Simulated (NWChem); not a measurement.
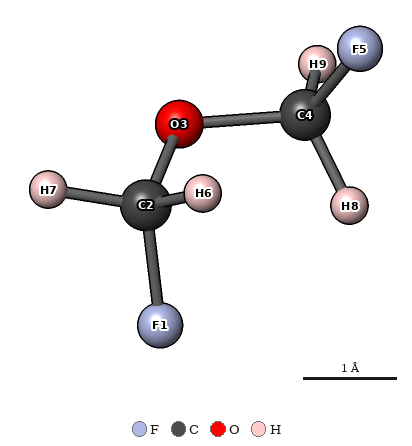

Figure 1. The structure (ball-and-stick view, seen at a tilt; atoms are numbered from 1 in the order of the input).

## Energy and gradient calculation of C₂H₄F₂O

The run: energy and gradient calculation of C₂H₄F₂O. Method and program: HF/3-21G, RHF (NWChem 7.3.0).

The geometry comes from this level: PBE0-D4/def2-TZVP.

**Input**
```python
from ase import Atoms
from ase.calculators.nwchem import NWChem

mol = Atoms(['F', 'C', 'O', 'C', 'F', 'H', 'H', 'H', 'H'], positions=[
    [-1.734200, 0.805200, -0.245200],
    [-0.460700, 0.758500, -0.762300],
    [0.071100, -0.508000, -0.618700],
    [0.447400, -0.834700, 0.669300],
    [1.603900, -0.174500, 1.013000],
    [0.132500, 1.512200, -0.235900],
    [-0.517700, 0.959900, -1.832000],
    [-0.316800, -0.555400, 1.400900],
    [0.648400, -1.905900, 0.679800],
])

calc = NWChem(
    label='sp',
    theory='scf',
    memory='2200 mb',
    basis='3-21G',
    basispar='spherical bse',
    scf={'nopen': '0', 'rhf': None, 'thresh': '1e-08', 'maxiter': '80', 'print': 'low'},
)
mol.calc = calc

forces = mol.get_forces()
e = mol.get_potential_energy()
print(f"E = {e:.6f} eV")
print("forces (eV/A):")
for s, f in zip(mol.symbols, forces):
    print(f"{s:2s} {f[0]:10.5f} {f[1]:10.5f} {f[2]:10.5f}")
```

**File sp.nwi**
```
title "sp"

permanent_dir sp

scratch_dir sp

start sp

geometry units angstrom nocenter noautosym noautoz
  F  -1.7342000000000000e+00 8.0520000000000003e-01 -2.4520000000000000e-01
  C  -4.6070000000000000e-01 7.5849999999999995e-01 -7.6229999999999998e-01
  O  7.1099999999999997e-02 -5.0800000000000001e-01 -6.1870000000000003e-01
  C  4.4740000000000002e-01 -8.3470000000000000e-01 6.6930000000000001e-01
  F  1.6039000000000001e+00 -1.7449999999999999e-01 1.0129999999999999e+00
  H  1.3250000000000001e-01 1.5122000000000000e+00 -2.3590000000000000e-01
  H  -5.1770000000000005e-01 9.5989999999999998e-01 -1.8320000000000001e+00
  H  -3.1680000000000003e-01 -5.5540000000000000e-01 1.4009000000000000e+00
  H  6.4839999999999998e-01 -1.9058999999999999e+00 6.7979999999999996e-01
end

memory 2200 mb

basis spherical bse noprint
   * library 3-21G
end

scf
  nopen 0
  rhf
  thresh 1e-08
  maxiter 80
  print low
end

task scf gradient
```

Hardware: 1 thread of Intel Xeon (Sapphire Rapids), 192 GiB of memory available, shared host.

Command:
```bash
export ASE_NWCHEM_COMMAND="nwchem PREFIX.nwi > PREFIX.nwo"
python run.py
```

**Output**
```
E = -9520.389192 eV
forces (eV/A):
F    -0.69101   -0.02551    0.43215
C     0.28210    1.50913   -1.19865
O     0.05559   -0.33615   -0.41158
C    -0.28380   -1.50384    1.20636
F     0.60904    0.51484    0.16393
H    -0.21150   -0.46414   -0.37055
H     0.16301   -0.04371    0.62020
H     0.32956   -0.23839   -0.48542
H    -0.25300    0.58781    0.04350
```

**Key numbers**

| quantity | value |
| --- | --- |
| outcome | converged |
| total energy | −349.867852 hartree |
| basis functions | 53 |
| largest force | 1.949 eV/Å |
| wall time | 5.7 s |
| peak memory | 0.099 GiB |
